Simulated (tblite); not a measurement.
# Run report: C$_{2}$H$_{3}$AlO$_{2}$, geometry relaxation (part 2 of 2)

The same run, continued: C$_{2}$H$_{3}$AlO$_{2}$, SMILES C#[C][Al]([OH])[OH]; GFN2-xTB geometry optimisation, gas phase (tblite 0.8.0). 

Geometry of the input (Å):
```
O  1.2168  2.0154  -0.2804
Al 1.4321  0.1895  -0.2271
O  2.5621  -0.5582  -1.5264
C  -0.1596  -0.8410  0.2110
C  -1.2548  -1.6206  0.7728
H  0.4776  2.5477  0.0944
H  2.7244  -0.1591  -2.3866
H  -2.0913  -2.0408  1.2312
```

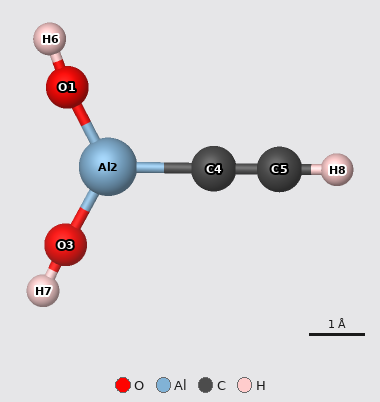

*The geometry at step 48 of the log (ball-and-stick view, seen on its broad side; atoms are numbered from 1 in the order of the input).*

### Trajectory as extended XYZ, continued
```
8
Properties=species:S:1:pos:R:3:forces:R:3 step=32 energy=-409.72165
O     0.9547    1.8822   -0.1310    0.0060  -0.0150  -0.0210
Al    1.0990    0.3081   -0.5727    0.0180  -0.0270  -0.0110
O     2.2746   -0.2596   -1.5683   -0.0860   0.0190   0.0800
C    -0.2208   -0.8998    0.1725    0.0090   0.0270   0.0130
C    -1.0844   -1.5307    0.7283   -0.0110  -0.0330  -0.0010
H     0.7650    2.7498    0.1851    0.0020   0.0700   0.0160
H     2.9522   -0.6097   -2.1226    0.0360  -0.0380  -0.0470
H    -1.8329   -2.1074    1.1977    0.0270  -0.0020  -0.0290
8
Properties=species:S:1:pos:R:3:forces:R:3 step=34 energy=-409.72223
O     0.9504    1.8861   -0.1281    0.0020   0.0190  -0.0030
Al    1.0965    0.3127   -0.5733   -0.0140   0.0180  -0.0050
O     2.2737   -0.2535   -1.5658    0.0140  -0.0360   0.0030
C    -0.2296   -0.8935    0.1601   -0.0060   0.0060   0.0460
C    -1.0818   -1.5310    0.7265    0.0230  -0.0240  -0.0280
H     0.7726    2.7581    0.1861    0.0120   0.0170  -0.0040
H     2.9454   -0.6279   -2.1147   -0.0330   0.0050   0.0090
H    -1.8198   -2.1181    1.1980    0.0000  -0.0060  -0.0180
8
Properties=species:S:1:pos:R:3:forces:R:3 step=36 energy=-409.72287
O     0.9495    1.8916   -0.1256   -0.0040   0.0460   0.0060
Al    1.0932    0.3182   -0.5743   -0.0250   0.0570   0.0110
O     2.2750   -0.2507   -1.5591    0.0310  -0.0510  -0.0230
C    -0.2390   -0.8842    0.1532    0.0300   0.0110   0.0290
C    -1.0775   -1.5378    0.7207    0.0150  -0.0070  -0.0140
H     0.7795    2.7673    0.1857    0.0230  -0.0360  -0.0240
H     2.9350   -0.6442   -2.1095   -0.0390   0.0170   0.0220
H    -1.8083   -2.1275    1.1976   -0.0310  -0.0360  -0.0070
8
Properties=species:S:1:pos:R:3:forces:R:3 step=38 energy=-409.72434
O     0.9454    1.9056   -0.1248    0.0070   0.0310  -0.0020
Al    1.0868    0.3326   -0.5741   -0.0020   0.0480   0.0110
O     2.2711   -0.2548   -1.5464   -0.0520   0.0060   0.0260
C    -0.2487   -0.8659    0.1515    0.0830   0.0310  -0.0130
C    -1.0675   -1.5507    0.7090   -0.0440  -0.0180   0.0400
H     0.7962    2.7859    0.1838    0.0180  -0.0250  -0.0250
H     2.9130   -0.6710   -2.0985    0.0300  -0.0170  -0.0260
H    -1.7891   -2.1488    1.1885   -0.0400  -0.0560  -0.0110
8
Properties=species:S:1:pos:R:3:forces:R:3 step=40 energy=-409.72605
O     0.9380    1.9268   -0.1297    0.0380  -0.0330  -0.0220
Al    1.0811    0.3521   -0.5697    0.0180  -0.0020   0.0080
O     2.2565   -0.2703   -1.5326   -0.1150   0.0750   0.0700
C    -0.2482   -0.8478    0.1628    0.0730   0.0330  -0.0230
C    -1.0565   -1.5612    0.6988   -0.0810  -0.0470   0.0660
H     0.8191    2.8095    0.1804   -0.0020   0.0540  -0.0080
H     2.8879   -0.6965   -2.0864    0.0860  -0.0480  -0.0690
H    -1.7707   -2.1797    1.1652   -0.0150  -0.0320  -0.0230
8
Properties=species:S:1:pos:R:3:forces:R:3 step=42 energy=-409.72755
O     0.9397    1.9392   -0.1417    0.0570  -0.0870  -0.0270
Al    1.0841    0.3579   -0.5585   -0.0010  -0.0140   0.0200
O     2.2405   -0.2908   -1.5258   -0.0360   0.0510   0.0060
C    -0.2321   -0.8467    0.1901   -0.0040   0.0010   0.0070
C    -1.0561   -1.5628    0.6996   -0.0250  -0.0230   0.0190
H     0.8255    2.8191    0.1756   -0.0160   0.0970   0.0020
H     2.8815   -0.6895   -2.0918    0.0280  -0.0130  -0.0160
H    -1.7758   -2.1935    1.1413   -0.0040  -0.0130  -0.0110
8
Properties=species:S:1:pos:R:3:forces:R:3 step=44 energy=-409.72811
O     0.9489    1.9364   -0.1460    0.0350   0.0080   0.0120
Al    1.0884    0.3517   -0.5527   -0.0080  -0.0060   0.0150
O     2.2414   -0.2941   -1.5253    0.0280   0.0090  -0.0510
C    -0.2266   -0.8530    0.1989   -0.0460  -0.0280   0.0310
C    -1.0615   -1.5608    0.7038    0.0290   0.0120  -0.0160
H     0.8170    2.8154    0.1728    0.0000  -0.0010  -0.0300
H     2.8865   -0.6740   -2.1025   -0.0320   0.0180   0.0420
H    -1.7868   -2.1888    1.1397   -0.0070  -0.0130  -0.0040
8
Properties=species:S:1:pos:R:3:forces:R:3 step=46 energy=-409.72863
O     0.9594    1.9373   -0.1459    0.0080   0.0960   0.0440
Al    1.0888    0.3508   -0.5482   -0.0060  -0.0010   0.0050
O     2.2433   -0.2914   -1.5216    0.0080   0.0090  -0.0400
C    -0.2314   -0.8508    0.2005   -0.0180  -0.0190   0.0210
C    -1.0622   -1.5648    0.7029    0.0110   0.0090  -0.0030
H     0.8153    2.8185    0.1671    0.0190  -0.0890  -0.0540
H     2.8812   -0.6735   -2.1047   -0.0160   0.0100   0.0350
H    -1.7872   -2.1933    1.1387   -0.0060  -0.0150  -0.0070
8
Properties=species:S:1:pos:R:3:forces:R:3 step=48 energy=-409.72994
O     0.9797    1.9524   -0.1464   -0.0190   0.1180   0.0470
Al    1.0833    0.3608   -0.5352    0.0000  -0.0010  -0.0060
O     2.2292   -0.2869   -1.5154   -0.0180   0.0130  -0.0060
C    -0.2394   -0.8374    0.2165    0.0150  -0.0080   0.0010
C    -1.0567   -1.5811    0.6971   -0.0270  -0.0010   0.0140
H     0.8307    2.8398    0.1471    0.0280  -0.1110  -0.0480
H     2.8584   -0.6897   -2.0926    0.0110  -0.0040   0.0060
H    -1.7779   -2.2250    1.1177    0.0100  -0.0050  -0.0090
8
Properties=species:S:1:pos:R:3:forces:R:3 step=50 energy=-409.73045
O     0.9830    1.9615   -0.1450   -0.0070   0.0140   0.0100
Al    1.0775    0.3692   -0.5314    0.0030  -0.0130  -0.0040
O     2.2152   -0.2824   -1.5188    0.0030   0.0020   0.0000
C    -0.2407   -0.8312    0.2256   -0.0070  -0.0220   0.0080
C    -1.0526   -1.5883    0.6950    0.0010   0.0240  -0.0120
H     0.8455    2.8520    0.1373    0.0090  -0.0050  -0.0090
H     2.8489   -0.7041   -2.0775   -0.0040   0.0060   0.0020
H    -1.7696   -2.2439    1.1037    0.0030  -0.0070   0.0050
8
Properties=species:S:1:pos:R:3:forces:R:3 step=52 energy=-409.73050
O     0.9812    1.9592   -0.1442   -0.0050  -0.0050   0.0030
Al    1.0778    0.3674   -0.5333    0.0020  -0.0030   0.0020
O     2.2165   -0.2816   -1.5210    0.0030   0.0020   0.0010
C    -0.2392   -0.8342    0.2237    0.0140   0.0060  -0.0050
C    -1.0544   -1.5851    0.6967   -0.0200  -0.0100  -0.0010
H     0.8437    2.8492    0.1389    0.0060   0.0080  -0.0050
H     2.8527   -0.7014   -2.0783   -0.0030   0.0040  -0.0010
H    -1.7711   -2.2406    1.1062    0.0010  -0.0020   0.0060
8
Properties=species:S:1:pos:R:3:forces:R:3 step=54 energy=-409.73053
O     0.9809    1.9577   -0.1432   -0.0070   0.0020   0.0040
Al    1.0782    0.3662   -0.5340   -0.0010   0.0010   0.0050
O     2.2180   -0.2803   -1.5219    0.0040   0.0000   0.0000
C    -0.2389   -0.8359    0.2224   -0.0140  -0.0160   0.0100
C    -1.0561   -1.5841    0.6971    0.0110   0.0110  -0.0140
H     0.8429    2.8482    0.1388    0.0080  -0.0030  -0.0070
H     2.8544   -0.6998   -2.0791   -0.0020   0.0040  -0.0010
H    -1.7722   -2.2391    1.1087    0.0010   0.0020   0.0030
8
Properties=species:S:1:pos:R:3:forces:R:3 step=56 energy=-409.73058
O     0.9805    1.9571   -0.1415   -0.0080   0.0020   0.0030
Al    1.0777    0.3658   -0.5332   -0.0010   0.0020   0.0040
O     2.2178   -0.2780   -1.5225    0.0030  -0.0010   0.0030
C    -0.2388   -0.8371    0.2231   -0.0170  -0.0140   0.0080
C    -1.0579   -1.5846    0.6955    0.0170   0.0070  -0.0040
H     0.8456    2.8495    0.1359    0.0080  -0.0030  -0.0050
H     2.8542   -0.6994   -2.0782   -0.0010   0.0030  -0.0030
H    -1.7718   -2.2404    1.1098    0.0000   0.0050  -0.0040
8
Properties=species:S:1:pos:R:3:forces:R:3 step=58 energy=-409.73061
O     0.9788    1.9581   -0.1411   -0.0050   0.0000   0.0030
Al    1.0771    0.3668   -0.5317    0.0000  -0.0020  -0.0010
O     2.2166   -0.2784   -1.5209    0.0030   0.0010   0.0030
C    -0.2385   -0.8365    0.2251    0.0000   0.0030  -0.0060
C    -1.0578   -1.5860    0.6933    0.0030  -0.0070   0.0130
H     0.8495    2.8520    0.1335    0.0050   0.0020  -0.0030
H     2.8518   -0.7003   -2.0776    0.0000   0.0020  -0.0030
H    -1.7703   -2.2428    1.1083   -0.0050   0.0020  -0.0060
8
Properties=species:S:1:pos:R:3:forces:R:3 step=60 energy=-409.73064
O     0.9765    1.9589   -0.1410   -0.0020   0.0010   0.0040
Al    1.0768    0.3676   -0.5303    0.0010  -0.0050  -0.0030
O     2.2160   -0.2795   -1.5187    0.0050   0.0010  -0.0020
C    -0.2384   -0.8360    0.2265    0.0100   0.0110  -0.0110
C    -1.0568   -1.5873    0.6927   -0.0050  -0.0110   0.0170
H     0.8532    2.8543    0.1315    0.0030   0.0030  -0.0030
H     2.8495   -0.7006   -2.0779   -0.0020   0.0030   0.0010
H    -1.7696   -2.2445    1.1061   -0.0090  -0.0040  -0.0020
8
Properties=species:S:1:pos:R:3:forces:R:3 step=62 energy=-409.73071
O     0.9719    1.9577   -0.1382    0.0010   0.0050   0.0040
Al    1.0762    0.3670   -0.5290    0.0010  -0.0040  -0.0020
O     2.2171   -0.2778   -1.5169    0.0050   0.0010  -0.0060
C    -0.2386   -0.8376    0.2265    0.0090   0.0100  -0.0060
C    -1.0563   -1.5891    0.6942   -0.0050  -0.0040   0.0060
H     0.8598    2.8571    0.1264    0.0000  -0.0030  -0.0030
H     2.8483   -0.6988   -2.0790   -0.0030   0.0030   0.0040
H    -1.7712   -2.2456    1.1048   -0.0080  -0.0070   0.0030
8
Properties=species:S:1:pos:R:3:forces:R:3 step=63 energy=-409.73072
O     0.9710    1.9563   -0.1366    0.0000   0.0000   0.0010
Al    1.0761    0.3660   -0.5292    0.0000  -0.0010  -0.0010
O     2.2182   -0.2758   -1.5178    0.0030   0.0010  -0.0030
C    -0.2389   -0.8391    0.2256    0.0020   0.0040   0.0000
C    -1.0569   -1.5892    0.6953   -0.0010   0.0010   0.0000
H     0.8610    2.8568    0.1247    0.0000  -0.0010   0.0000
H     2.8494   -0.6973   -2.0793   -0.0010   0.0010   0.0020
H    -1.7727   -2.2448    1.1060   -0.0030  -0.0040   0.0020
```
